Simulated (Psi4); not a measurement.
# BH5S (SMILES [BH3-][SH2+]): CCSD(T)/cc-pVDZ (sweep point 1)

What is the vertical ionisation energy of BH5S at CCSD(T)/cc-pVDZ (sweep point 1)? 

The calculation is run with Psi4 1.11.

## (1) The system as given

BH5S has 7 atoms, charge 0, and is taken as a singlet. SMILES: `[BH3-][SH2+]`. The coordinates come from a PBE0-D4/def2-TZVP relaxation.

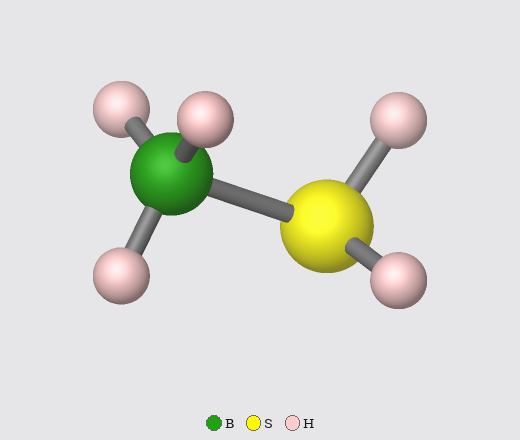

Viewed from a chosen angle; boron green, sulfur yellow, hydrogen pink.

## (2) A single-point energy at CCSD(T)/cc-pVDZ (sweep point 1)

Contents of calc.py:

```python
import psi4

psi4.set_memory(1600000000)
psi4.set_num_threads(1)
psi4.set_output_file('run.log', False)

molecule = psi4.geometry("""
0 1
B     -0.99324005    -0.87210861    -0.95298888
S      1.07449827     1.84739626     0.54972133
H     -3.06740345     0.06878603    -0.81541682
H     -0.65082168    -2.73556754     0.30178926
H     -0.14248535    -0.91103696    -3.06986009
H      0.54046167     1.70793447     3.03282146
H      3.35501976     0.76628394     0.86719532
units au
symmetry c1
""")

psi4.set_options({
    'basis': 'cc-pVDZ',
    'reference': 'rhf',
    'puream': True,
    'scf_type': 'pk',
    'num_frozen_docc': 6,
})

e_tot = psi4.energy('ccsd(t)')
print('E =', round(e_tot, 9))
for k, v in sorted(psi4.core.scalar_variables().items()):
    print(f'{k:45s} {v:18.10f}')
```

Launch:

```
$ python calc.py
```

run.log:

```text
[...]
  Running in c1 symmetry.
[...]
  Nuclear repulsion =   54.745215378025932
[...]
  Multiplicity = 1
[...]
  Nalpha       = 13
  Nbeta        = 13
[...]
    Number of basis functions: 57
[...]
   @RHF iter   1:  -425.00919641295297   -3.27333e-01   4.96394e-03 ADIIS/DIIS
[...]
   @RHF iter  10:  -425.08549931786013   -1.17097e-11   9.94698e-09 DIIS
[...]
    Orbital Energies [Eh]
    ---------------------
    Doubly Occupied:
       1A    -92.031885     2A     -9.035319     3A     -7.553221
       4A     -6.716929     5A     -6.716161     6A     -6.714045
       7A     -1.054996     8A     -0.703505     9A     -0.642884
      10A     -0.553907    11A     -0.454709    12A     -0.437943
      13A     -0.426024
[...]
  @RHF Final Energy:  -425.08549931786013
   => Energetics <=
    Nuclear Repulsion Energy =             54.7452153780259323
    One-Electron Energy =                -693.5783707218439531
    Two-Electron Energy =                 213.7476560259578946
    Total Energy =                       -425.0854993178601262
[...]
 Multipole Moments:
 ------------------------------------------------------------------------------------
     Multipole            Electronic (a.u.)      Nuclear  (a.u.)        Total (a.u.)
 ------------------------------------------------------------------------------------
 L = 1.  Multiply by 2.5417464519 to convert [e a0] to [Debye]
 Dipole X            :          1.4769958           -0.4383346            1.0386612
 Dipole Y            :          2.8618080           -2.0850382            0.7767698
 Dipole Z            :          0.6722122            0.3388852            1.0110974
 Magnitude           :                                                    1.6445383
[...]
      * MP2 total energy                      = -425.344217923741269
[...]
      * CCSD total energy                     = -425.386703158558419
[...]
      * CCSD(T) total energy                  = -425.394044640527568
```

Standard output:

```text
E = -425.394044641
(T) CORRECTION ENERGY                              -0.0073414820
CC D1 DIAGNOSTIC                                    0.0174339831
CC D2 DIAGNOSTIC                                    0.1491522882
CC NEW D1 DIAGNOSTIC                                0.0174339831
CC T1 DIAGNOSTIC                                    0.0088160133
CCSD CORRELATION ENERGY                            -0.3012038407
CCSD DOUBLES ENERGY                                -0.3012038407
CCSD ITERATIONS                                    13.0000000000
CCSD OPPOSITE-SPIN CORRELATION ENERGY              -0.2508592884
CCSD SAME-SPIN CORRELATION ENERGY                  -0.0503445523
CCSD SINGLES ENERGY                                 0.0000000000
CCSD TOTAL ENERGY                                -425.3867031586
CCSD(T) CORRELATION ENERGY                         -0.3085453227
CCSD(T) TOTAL ENERGY                             -425.3940446405
CURRENT CORRELATION ENERGY                         -0.3085453227
CURRENT ENERGY                                   -425.3940446405
CURRENT REFERENCE ENERGY                         -425.0854993179
DD SOLVATION ENERGY                                 0.0000000000
HF KINETIC ENERGY                                 425.1009162148
HF POTENTIAL ENERGY                              -850.1864155327
HF TOTAL ENERGY                                  -425.0854993179
HF VIRIAL RATIO                                     1.9999637336
MP2 CORRELATION ENERGY                             -0.2587186059
MP2 DOUBLES ENERGY                                 -0.2587186059
MP2 OPPOSITE-SPIN CORRELATION ENERGY               -0.2082621295
MP2 SAME-SPIN CORRELATION ENERGY                   -0.0504564764
MP2 SINGLES ENERGY                                 -0.0000000000
MP2 TOTAL ENERGY                                 -425.3442179237
NUCLEAR REPULSION ENERGY                           54.7452153780
ONE-ELECTRON ENERGY                              -693.5783707218
PCM POLARIZATION ENERGY                             0.0000000000
PE ENERGY                                           0.0000000000
SCF ITERATION ENERGY                             -425.0854993179
SCF ITERATIONS                                     10.0000000000
SCF TOTAL ENERGY                                 -425.0854993179
TWO-ELECTRON ENERGY                               213.7476560260
```

Run time: 7.2 s. Hardware: 1 thread of Intel Xeon Platinum 8259CL at 2.50GHz (Skylake/Cascade Lake), shared host; peak memory 0.3 GiB.

## (3) The doublet cation, same level

Contents of bh5s.py:

```python
import psi4

psi4.set_memory(1600000000)
psi4.set_num_threads(1)
psi4.set_output_file('bh5s.out', False)

m = psi4.geometry("""
1 2
B     -0.99324005    -0.87210861    -0.95298888
S      1.07449827     1.84739626     0.54972133
H     -3.06740345     0.06878603    -0.81541682
H     -0.65082168    -2.73556754     0.30178926
H     -0.14248535    -0.91103696    -3.06986009
H      0.54046167     1.70793447     3.03282146
H      3.35501976     0.76628394     0.86719532
units au
symmetry c1
""")

psi4.set_options({
    'basis': 'cc-pVDZ',
    'reference': 'uhf',
    'puream': True,
    'scf_type': 'pk',
    'num_frozen_docc': 6,
    'maxiter': 150,
})

E, wfn = psi4.energy("ccsd(t)", return_wfn=True)
print('E =', round(E, 9))
for k, v in sorted(psi4.core.scalar_variables().items()):
    print(f'{k:45s} {v:18.10f}')
```

Launch:

```
$ python bh5s.py
```

bh5s.out:

```text
[...]
  Running in c1 symmetry.
[...]
  Nuclear repulsion =   54.745215378025932
[...]
  Multiplicity = 2
[...]
  Nalpha       = 13
  Nbeta        = 12
[...]
    Number of basis functions: 57
[...]
   @UHF iter   1:  -424.58123101301493    1.00632e-01   5.74302e-03 ADIIS/DIIS
[...]
   @UHF iter  24:  -424.70533842677116   -1.73941e-11   5.55980e-09 DIIS
[...]
   @S^2 Observed:                7.632977982E-01
[...]
    Orbital Energies [Eh]
    ---------------------
    Alpha Occupied:
       1A    -92.266179     2A     -9.269106     3A     -7.870975
       4A     -6.950194     5A     -6.949911     6A     -6.949211
       7A     -1.288617     8A     -1.045407     9A     -0.867927
      10A     -0.862846    11A     -0.744458    12A     -0.720405
      13A     -0.704281
    Alpha Virtual:
      14A     -0.069558    15A     -0.067281    16A     -0.032790
      17A      0.028260    18A      0.029081    19A      0.051663
      20A      0.152818    21A      0.189286    22A      0.201665
      23A      0.264603    24A      0.319412    25A      0.415559
[...]
  @UHF Final Energy:  -424.70533842677116
   => Energetics <=
    Nuclear Repulsion Energy =             54.7452153780259323
    One-Electron Energy =                -686.9552990469783254
    Two-Electron Energy =                 207.5047452421812295
    Total Energy =                       -424.7053384267711635
  UHF NO Occupations:
  HONO-2 :   11  A 1.9988556
  HONO-1 :   12  A 1.9951659
[...]
 Multipole Moments:
 ------------------------------------------------------------------------------------
     Multipole            Electronic (a.u.)      Nuclear  (a.u.)        Total (a.u.)
 ------------------------------------------------------------------------------------
 L = 1.  Multiply by 2.5417464519 to convert [e a0] to [Debye]
 Dipole X            :          0.5989900           -0.4383346            0.1606554
 Dipole Y            :          1.0699580           -2.0850382           -1.0150803
 Dipole Z            :          0.3112521            0.3388852            0.6501372
 Magnitude           :                                                    1.2160907
[...]
      * MP2 total energy                      = -424.941545829641711
[...]
      * CCSD total energy                     = -424.984712936826725
[...]
      * CCSD(T) total energy                     = -424.993255870069618
```

Wall time 14 s (1 thread of Intel Xeon Platinum 8259CL at 2.50GHz (Skylake/Cascade Lake), shared host); peak memory 0.29 GiB.

## (4) What came out

Level: CCSD(T)/cc-pVDZ (sweep point 1), 6 core orbitals frozen.

```
                                                                  quantity          value
                                                singlet BH5S: total energy  -425.39404 Eh
                         singlet BH5S: HOMO energy (Hartree–Fock orbitals)      -11.59 eV
                         singlet BH5S: LUMO energy (Hartree–Fock orbitals)        3.41 eV
                       singlet BH5S: HOMO–LUMO gap (Hartree–Fock orbitals)       15.00 eV
                 singlet BH5S: correlation energy (6 core orbitals frozen)     -308.5 mEh
                                              singlet BH5S: (T) correction      -7.34 mEh
                                               singlet BH5S: T1 diagnostic          0.009
                                              doublet cation: total energy  -424.99326 Eh
doublet cation: HOMO energy (Hartree–Fock orbitals) (highest over α and β)      -18.52 eV
 doublet cation: LUMO energy (Hartree–Fock orbitals) (lowest over α and β)       -9.04 eV
               doublet cation: correlation energy (6 core orbitals frozen)     -287.9 mEh
                                            doublet cation: (T) correction      -8.54 mEh
                         doublet cation: ⟨S²⟩ of the reference determinant          0.763
                                             doublet cation: T1 diagnostic          0.044
                        vertical ionisation energy (to the doublet cation)      10.906 eV
```

In words: The vertical ionisation energy comes to 10.91 eV (251 kcal/mol). The triples (singlet BH5S) make up 2.4 % of the correlation energy. The triples (doublet cation) make up 3.0 % of the correlation energy.
